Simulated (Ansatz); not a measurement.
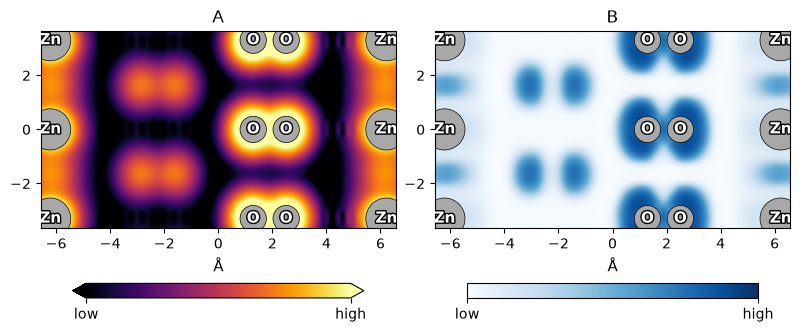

ZnO$_{5}$: 2 fields on the (11̄0) plane of the conventional cell, with unlabelled colour scales. Grey discs cover the atomic cores.

Space group P3m1; a generated structure, not necessarily the stable one; not relaxed (largest force 0.7 eV/Å); computed pressure about −5 GPa in this cell.

All numbers below come from Ansatz, DFT r2SCAN, scalar-relativistic, plane waves, PAW.

The panels show electron localisation function and valence pseudo-density in some order. Assign them.

Answer. Panel A: valence pseudo-density. Panel B: electron localisation function. From the grid: O–O (1.22 Å): ρ is about 3.6 e/Å³ halfway; the ELF peaks at about 0.75 between the atoms.
